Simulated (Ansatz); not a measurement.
# GeO (SMILES [O]=[Ge]): levels of theory compared

Aim: a comparison of 3 runs (HF/STO-3G, UHF/STO-3G, MP2/STO-3G) of GeO. 

The results are computed with Ansatz 0.2.0.

69 further runs of the same task are left out: 29 that didn't finish, 40 set aside as unsound or not needed.

### Step 1. The structure to begin with

GeO: 2 atoms, total charge 0, spin state singlet. As SMILES, `[O]=[Ge]`. The Ge2–O1 distance was set to 3.153 Å, away from the relaxed value.

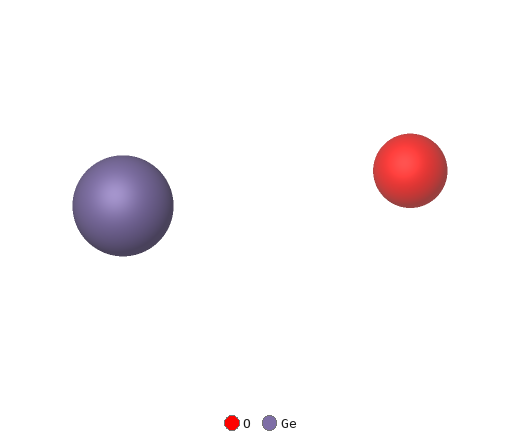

The structure, seen from a chosen angle (oxygen red, germanium purple).

### Step 2. The energy at HF/STO-3G (run 1)

job.yaml

```yaml
crystal:
  periodic: [false, false, false]
  atoms:
    - symbol: O
      position_ang: [0.000000, 0.000000, -1.576510]
    - symbol: Ge
      position_ang: [0.000000, 0.000000, 1.576490]
basis:
  gaussian: {orbitals: STO-3G}
hamiltonian: {xc: hf}
accuracy: high
```

On the command line:

```console
$ ansatz run job.yaml --threads 1 --pin off --max-ram 2610MiB --events-out events.jsonl --progress --plain --runs-dir runs
```

What it wrote:

```text
Warning: RAYON_NUM_THREADS=1 ignored (pool sized by the plan → 1); use --threads N
Functional definition: HF
  name "HF"
  exchange = exact_x
  correlation = 0
265 factors; integrals over basis functions are off by at most 1.3e-8 eV
mean field evaluation 1: about -57796.7253 eV, gradient 1.9e1 eV
mean field evaluation 2: about -57796.7397 eV, gradient 1.9e1 eV
mean field evaluation 4: about -57795.8065 eV, gradient 1.7e1 eV
mean field evaluation 8: about -57822.7601 eV, gradient 3.1e1 eV
mean field evaluation 16: about -57830.4886 eV, gradient 1.9e-8 eV
mean field evaluation 32: about -57830.2753 eV, gradient 2.9e0 eV
mean field evaluation 64: about -57830.2341 eV, gradient 5.2e-2 eV
mean field -57830.48860624 eV, -2125.2312573663 hartree, gradient 1.9e-8 eV, S^2 0.000000; 3 other end points of the search recorded, 0 dependent functions left out
reference -57830.48860624 eV, -2125.2312573663 hartree; 20, 20 occupied and 3, 3 virtual orbitals, 265 factors
Total energy: -57830.48860624 eV, -2125.2312573663 hartree
```

Wall time 0.24 s (1 thread of Arm Neoverse V1, shared host).

### Step 3. The energy at UHF/STO-3G (run 2)

in.yaml

```yaml
basis:
  gaussian: {orbitals: STO-3G}
crystal:
  periodic: [false, false, false]
  atoms:
    - {symbol: O, position_ang: [0.000000, 0.000000, -1.576510]}
    - {symbol: Ge, position_ang: [0.000000, 0.000000, 1.576490]}
magnetization: {spin_polarized: true}
hamiltonian: {xc: hf}
accuracy: high
```

On the command line:

```console
$ ansatz run in.yaml --threads 1 --pin off --max-ram 2610MiB --events-out events.jsonl --progress --plain --runs-dir runs
```

What it wrote, shortened:

```text
Warning: RAYON_NUM_THREADS=1 ignored (pool sized by the plan → 1); use --threads N
Functional definition: HF
  name "HF"
[...]
265 factors; integrals over basis functions are off by at most 1.3e-8 eV
[...]
mean field -57836.25706735 eV, -2125.4432444020 hartree, gradient 2.7e-8 eV, S^2 1.999810; 8 other end points of the search recorded, 0 dependent functions left out
reference -57836.25706735 eV, -2125.4432444020 hartree; 20, 20 occupied and 3, 3 virtual orbitals, 265 factors
Total energy: -57836.25706735 eV, -2125.4432444020 hartree
```

Run time: 0.9 s. Hardware: 1 thread of Arm Neoverse V1, shared host.

### Step 4. A single-point energy at MP2/STO-3G (run 3)

run.yaml

```yaml
crystal:
  periodic: [false, false, false]
  atoms:
    - symbol: O
      position_ang: [0.000000, 0.000000, -1.576510]
    - symbol: Ge
      position_ang: [0.000000, 0.000000, 1.576490]
basis:
  gaussian: {orbitals: STO-3G}
correlation: {method: mp2, frozen_orbitals: {Ge: 9, O: 1}}
accuracy: high
```

On the command line:

```console
$ ansatz run run.yaml --threads 1 --pin off --max-ram 2610MiB --events-out events.jsonl --progress --plain --runs-dir runs
```

What it wrote, shortened:

```text
Warning: RAYON_NUM_THREADS=1 ignored (pool sized by the plan → 1); use --threads N
Functional definition: HF
  name "HF"
[...]
265 factors; integrals over basis functions are off by at most 1.3e-8 eV
[...]
mean field -57830.48860624 eV, -2125.2312573663 hartree, gradient 1.9e-8 eV, S^2 0.000000; 22 other end points of the search recorded, 0 dependent functions left out; unrestricted orbitals would lower it
[...]
unrestricted determinant -57834.24712109 eV, -2125.3693802393 hartree, S^2 1.9712
10 core orbitals not correlated: weight in the atoms' cores, before any rotation towards them, 1.000 or more for the frozen orbitals, at most 0.000 for the correlated occupied ones
reference -57830.48860624 eV, -2125.2312573663 hartree; 10, 10 occupied and 3, 3 virtual orbitals, 265 factors
second order -0.86291507 eV of doubles, -0.00000000 eV of singles
WARN: the method's energy lies above the unrestricted determinant's, so it is not that of the lowest state
Total energy: -57831.35152131 eV, -2125.2629689103 hartree
```

Wall time 0.7 s (1 thread of Arm Neoverse V1, shared host).

### Step 5. The series

| run | level | frozen core orbitals | energy (Eh) | wall time |
| --- | --- | --- | --- | --- |
| 1 | HF/STO-3G | – | -2125.231257 | 0.24 s |
| 2 | UHF/STO-3G | – | -2125.443244 | 0.9 s |
| 3 | MP2/STO-3G | 10 | -2125.262969 | 0.7 s |

### Step 6. What came out

| quantity | value |
| --- | --- |
| run 3: total energy | -2125.26297 Eh |
| run 3: correlation energy (10 core orbitals frozen) | -31.7 mEh |

In words: In run 3 the log says that unrestricted orbitals would lower the reference, so the values rest on an unstable closed-shell determinant (other closed-shell runs at this shape may share the fault). In runs 1, 2, 3 the basis is minimal, so the values are rough. Spin contamination of the reference: run 2 ⟨S²⟩ = 2.00. Where it is this large, the reference is a mixture of spin states, and values that rest on it are in doubt. All runs together took 1.8 s, the longest 0.9 s.
